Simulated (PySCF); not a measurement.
# Core-level calculation of Si5NH12 (charge +1)

System: Si5NH12, charge +1.
Method: delta-SCF UKS SCAN, pcX-2 on the ionised atom, pcseg-1 elsewhere, spin-free X2C (PySCF 2.14.0).

Figures and captions count atoms from 1; the log counts them from 0 in places.

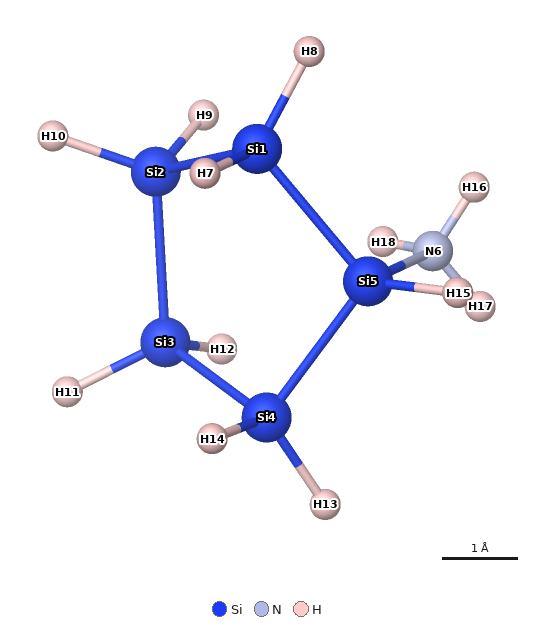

*The structure (ball-and-stick view, seen at a tilt; atoms are numbered from 1 in the order of the input).*

Bond lengths as drawn: H–N 1.03 Å, H–Si 1.49 to 1.50 Å, N–Si 1.95 Å and Si–Si 2.35 to 2.37 Å.

## Input
```
{"job": {"kind": "xps", "holes": 5}, "charge": 1, "multiplicity": 1}
Si    -0.083842     1.761338    -1.166050
Si     1.741702     1.281416     0.252174
Si     1.792739    -1.077217     0.517081
Si     0.055398    -1.942772    -0.823984
Si    -1.424772    -0.118788    -0.723823
N     -1.828843     0.033652     1.173303
H      0.263247     1.627835    -2.611331
H     -0.794351     3.039921    -0.872397
H      1.404995     1.869279     1.588965
H      3.015397     1.853956    -0.265626
H      3.112027    -1.693760     0.205733
H      1.401346    -1.364294     1.936547
H     -0.568608    -3.202375    -0.324526
H      0.433937    -2.032062    -2.264718
H     -2.815524    -0.219194    -1.245222
H     -2.389686     0.867641     1.384515
H     -2.357854    -0.775230     1.520663
H     -0.976633     0.096363     1.744141
```

The first line tells a small driver script what to run in PySCF; the rest is the geometry in Å.

Hardware: 1 CPU thread, shared host.

Run as:
```bash
OMP_NUM_THREADS=1 python <driver script> task.json out
```

## What the program printed
```
ground state, core basis on atom 0 (Si), 206 functions
  cycle   1  E = -1511.98575796  |g| = 2.53e-01
  cycle   2  E = -1511.98512219  |g| = 2.48e-01
  cycle   3  E = -1512.00858375  |g| = 5.89e-02
  cycle   4  E = -1512.00988733  |g| = 1.03e-02
  cycle   5  E = -1512.00991208  |g| = 4.68e-03
  cycle   6  E = -1512.00992145  |g| = 1.10e-03
  cycle   7  E = -1512.00991964  |g| = 3.19e-04
  E(ground) = -1512.13022640 Eh
hole in Si 2p of atom 0
  cycle   1  E = -1507.59769937  |g| = 1.24e+00
  cycle   2  E = -1507.16956671  |g| = 1.27e+00
  cycle   3  E = -1507.86025940  |g| = 3.06e-01
[... 6 cycles left out ...]
  E(ion) = -1508.07877662 Eh   <S^2> = 0.7534   hole on atom = 1.002   binding energy = 110.246 eV
  2p3/2 = 110.019 eV   2p1/2 = 110.641 eV
ground state, core basis on atom 1 (Si), 206 functions
[... 5 cycles left out ...]
  E(ground) = -1512.13004534 Eh
hole in Si 2p of atom 1
[... 9 cycles left out ...]
  E(ion) = -1508.08816346 Eh   <S^2> = 0.7532   hole on atom = 1.002   binding energy = 109.985 eV
  2p3/2 = 109.771 eV   2p1/2 = 110.394 eV
ground state, core basis on atom 3 (Si), 206 functions
[... 6 cycles left out ...]
  E(ground) = -1512.13005845 Eh
hole in Si 2p of atom 3
[... 9 cycles left out ...]
  E(ion) = -1508.07913555 Eh   <S^2> = 0.7534   hole on atom = 1.002   binding energy = 110.231 eV
  2p3/2 = 110.004 eV   2p1/2 = 110.627 eV
ground state, core basis on atom 4 (Si), 206 functions
[... 6 cycles left out ...]
  E(ground) = -1512.13302043 Eh
hole in Si 2p of atom 4
[... 10 cycles left out ...]
  E(ion) = -1508.03589135 Eh   <S^2> = 0.7522   hole on atom = 1.002   binding energy = 111.489 eV
  2p3/2 = 111.178 eV   2p1/2 = 111.812 eV
ground state, core basis on atom 5 (N), 195 functions
[... 5 cycles left out ...]
  E(ground) = -1512.09224035 Eh
hole in N 1s of atom 5
[... 1 cycle left out ...]
  cycle   2  E = -1486.76713112  |g| = 3.57e+00
  cycle   3  E = -1496.31379834  |g| = 6.52e-01
  cycle   4  E = -1495.93599912  |g| = 8.57e-01
  cycle   5  E = -1496.72438150  |g| = 1.95e-01
  cycle   6  E = -1496.75345721  |g| = 9.29e-02
  cycle   7  E = -1496.76127914  |g| = 2.25e-02
  cycle   8  E = -1496.76171811  |g| = 4.91e-03
  cycle   9  E = -1496.76173326  |g| = 2.39e-03
  cycle  10  E = -1496.76173962  |g| = 5.58e-04
  cycle  11  E = -1496.76173945  |g| = 3.47e-04
  E(ion) = -1496.91971170 Eh   <S^2> = 0.7651   hole on atom = 1.000   binding energy = 412.866 eV
```

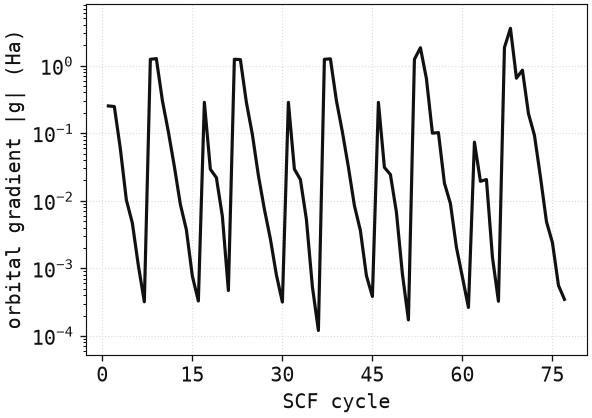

*Convergence of the self-consistent field: orbital gradient |g| against the SCF cycle.*

All cycles printed in the log are drawn one after another.

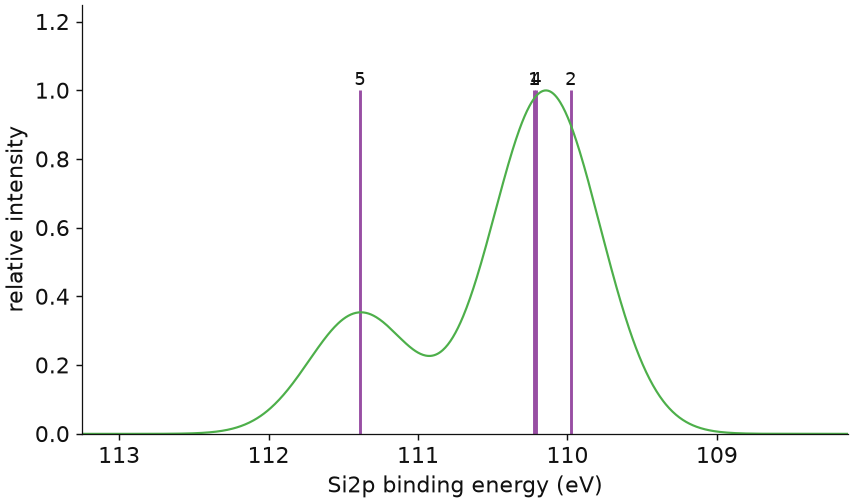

*Si2p binding energies by ΔSCF of the atoms computed, labelled by atom number, with a Gaussian envelope of 0.8 eV full width.*

They run from 109.98 eV (atom 2) to 111.39 eV (atom 5).

## Summary

| quantity | value |
| --- | --- |
| outcome | converged |
| wall time | 75 s |
| peak memory | 0.75 GiB |
